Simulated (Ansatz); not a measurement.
**SiHF2 (SMILES F[SiH]F): UCCSDTQ/STO-3G**

Aim: the energy change on altering one bond length of SiHF2 at UCCSDTQ/STO-3G, from 2 runs. 

The calculation is run with Ansatz 0.2.0.

66 further runs of the same task are left out: 9 that didn't finish, 57 set aside as unsound or not needed.

### 1 The system as given

SiHF2 has 4 atoms, charge 0, and is taken as a doublet. SMILES: `F[SiH]F`. The coordinates come from a GFN2-xTB relaxation.

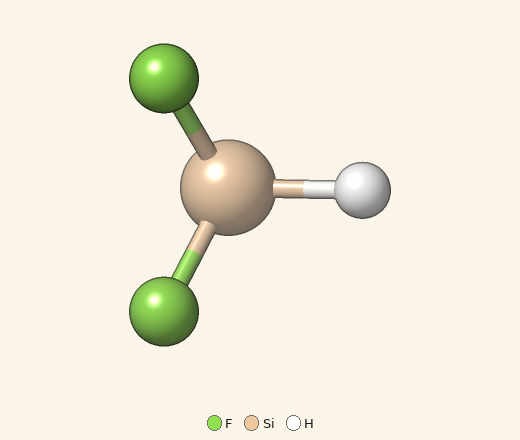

The structure, seen from a chosen angle (fluorine green, silicon light orange, hydrogen white).

### 2 A single-point energy at UCCSDTQ/STO-3G

File in.yaml:

```yaml
crystal:
  periodic: [false, false, false]
  atoms:
    - {symbol: F, position_ang: [1.226950, 0.652980, -0.410280]}
    - {symbol: Si, position_ang: [-0.028060, -0.342890, -0.301090]}
    - {symbol: F, position_ang: [-1.234200, 0.716240, -0.252780]}
    - {symbol: H, position_ang: [0.035310, -1.026330, 0.964150]}
basis:
  gaussian:
    orbitals: STO-3G
magnetization:
  spin_polarized: true
  initial_magnetization: 1
correlation:
  method: ccsdtq
  frozen_orbitals: {F: 1, H: 0, Si: 5}
accuracy: high
scf:
  omitted_lower_state_checks: [cluster_reference, increment]
```

Launch:

```bash
$ ansatz run in.yaml --threads 1 --pin off --max-ram 2610MiB --events-out events.jsonl --progress --plain --runs-dir runs
```

The program printed (excerpt; [...] marks lines left out):

```text
Warning: RAYON_NUM_THREADS=1 ignored (pool sized by the plan → 1); use --threads N
Functional definition: HF
  name "HF"
[...]
361 factors; integrals over basis functions are off by at most 3.0e-8 eV
[...]
mean field -13122.37685845 eV, -482.2384548817 hartree, gradient 1.5e-8 eV, S^2 0.754549; 0 other end points of the search recorded, 0 dependent functions left out
7 core orbitals not correlated: weight in the atoms' cores, before any rotation towards them, 1.000 or more for the frozen orbitals, at most 0.000 for the correlated occupied ones
reference -13122.37685845 eV, -482.2384548817 hartree; 10, 9 occupied and 3, 4 virtual orbitals, 361 factors
second order -1.60135792 eV of doubles, -0.00000000 eV of singles
cycle   1  -1.82323303 eV  change   -2.2e-1 eV  update   8.4e-2
[...]
cycle  28  -2.20822383 eV  change  -8.2e-10 eV  update   2.3e-9
Total energy: -13124.58508228 eV, -482.3196056106 hartree
Checks for a lower state left out: cluster_reference, increment
```

Run time: 93 s. Hardware: 1 thread of Intel Xeon 6975P-C (Granite Rapids), shared host; peak memory 0.7 GiB.

### 3 The distorted shape at the same level

File input.yaml:

```yaml
crystal:
  periodic: [false, false, false]
  atoms:
    - {symbol: F, position_ang: [1.540700, 0.901946, -0.437577]}
    - {symbol: Si, position_ang: [-0.028060, -0.342890, -0.301090]}
    - {symbol: F, position_ang: [-1.234200, 0.716240, -0.252780]}
    - {symbol: H, position_ang: [0.035310, -1.026330, 0.964150]}
basis:
  gaussian: {orbitals: STO-3G}
accuracy: high
scf: {omitted_lower_state_checks: [cluster_reference, increment]}
correlation: {method: ccsdtq, frozen_orbitals: {F: 1, H: 0, Si: 5}}
magnetization: {spin_polarized: true, initial_magnetization: 1}
```

Launch:

```bash
$ ansatz run input.yaml --threads 1 --pin off --max-ram 2610MiB --events-out events.jsonl --progress --plain --runs-dir runs
```

The program printed (excerpt; [...] marks lines left out):

```text
Warning: RAYON_NUM_THREADS=1 ignored (pool sized by the plan → 1); use --threads N
Functional definition: HF
  name "HF"
[...]
353 factors; integrals over basis functions are off by at most 3.2e-8 eV
[...]
mean field -13120.80887059 eV, -482.1808323906 hartree, gradient 2.7e-8 eV, S^2 0.913593; 2 other end points of the search recorded, 0 dependent functions left out
7 core orbitals not correlated: weight in the atoms' cores, before any rotation towards them, 1.000 or more for the frozen orbitals, at most 0.000 for the correlated occupied ones
reference -13120.80887059 eV, -482.1808323906 hartree; 10, 9 occupied and 3, 4 virtual orbitals, 353 factors
second order -1.49336126 eV of doubles, -0.00000000 eV of singles
cycle   1  -1.81604728 eV  change   -3.2e-1 eV  update   9.8e-2
[...]
cycle  48  -2.67017473 eV  change   -1.3e-9 eV  update   1.1e-9
Total energy: -13123.47904533 eV, -482.2789595022 hartree
Checks for a lower state left out: cluster_reference, increment
```

Run time: 97 s. Hardware: 1 thread of Intel Xeon 6975P-C (Granite Rapids), shared host; peak memory 0.7 GiB.

### 4 Results

At UCCSDTQ/STO-3G, 7 core orbitals frozen:

| quantity | value |
| --- | --- |
| first shape: total energy | -482.31961 Eh |
| first shape: correlation energy (7 core orbitals frozen) | -81.2 mEh |
| first shape: ⟨S²⟩ of the reference determinant | 0.755 |
| first shape: T1 diagnostic | 0.016 |
| distorted shape: total energy | -482.27896 Eh |
| distorted shape: correlation energy (7 core orbitals frozen) | -98.1 mEh |
| distorted shape: ⟨S²⟩ of the reference determinant | 0.914 |
| distorted shape: T1 diagnostic | 0.044 |
| energy change with the F1–Si2 bond stretched from 1.606 to 2.007 Å | 1.106 eV |

In words: With the F1–Si2 bond stretched from 1.606 to 2.007 Å the energy rises by 1.11 eV (26 kcal/mol). The first shape isn't relaxed at this level, so the change isn't measured from a minimum. The minimal basis adds a large error of its own. ⟨S²⟩ (distorted shape) is 0.91 where a pure doublet has 0.75: the reference is spin-contaminated.
